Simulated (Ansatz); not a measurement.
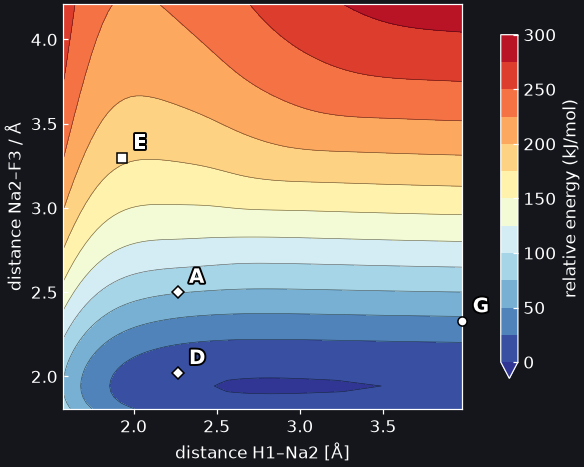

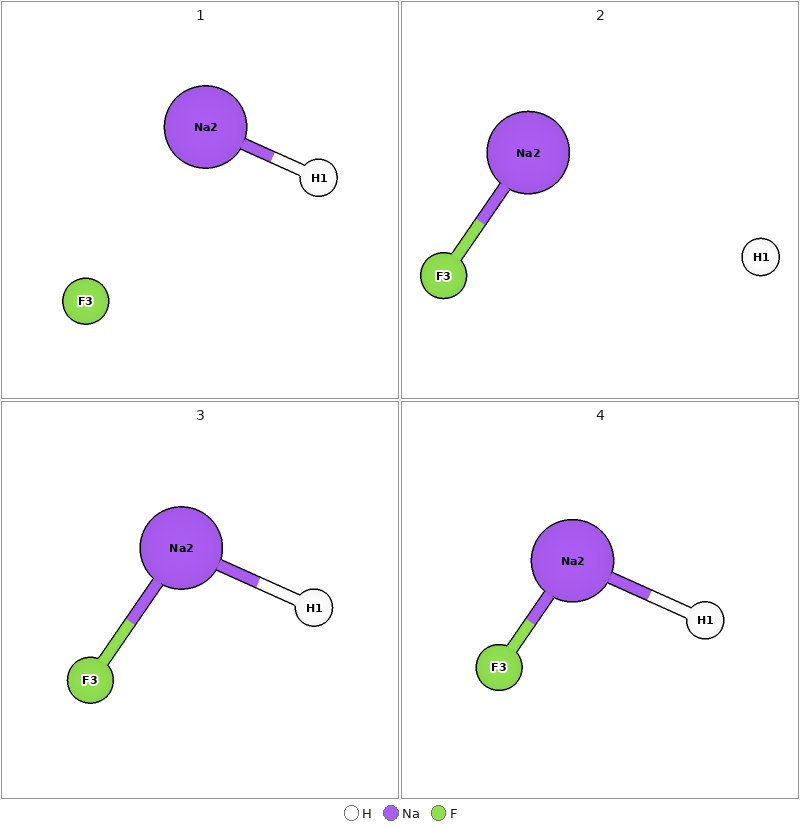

The system H + NaF, spin multiplicity 2. Coordinates scanned: (1) distance H1–Na2; (2) distance Na2–F3. Nothing is relaxed (the angle H1–Na2–F3 is fixed at 100 degrees). Grid: 14 × 14 points. All energies are given in kJ/mol relative to the lowest grid point. Method: UKS PBE0-D4/def2-SVPD (Ansatz).

In the figure: filled contours, lettered points. Between grid points the surface is interpolated. The numbered pictures are the structures at these points, in random order.

> Which structure belongs to which point?

A is structure 3: distance H1–Na2 = 2.269 Å, distance Na2–F3 = 2.501 Å, 76 kJ/mol; D is structure 4: distance H1–Na2 = 2.269 Å, distance Na2–F3 = 2.019 Å, 6 kJ/mol; E is structure 1: distance H1–Na2 = 1.933 Å, distance Na2–F3 = 3.296 Å, 178 kJ/mol; G is structure 2: distance H1–Na2 = 3.976 Å, distance Na2–F3 = 2.327 Å, 45 kJ/mol.
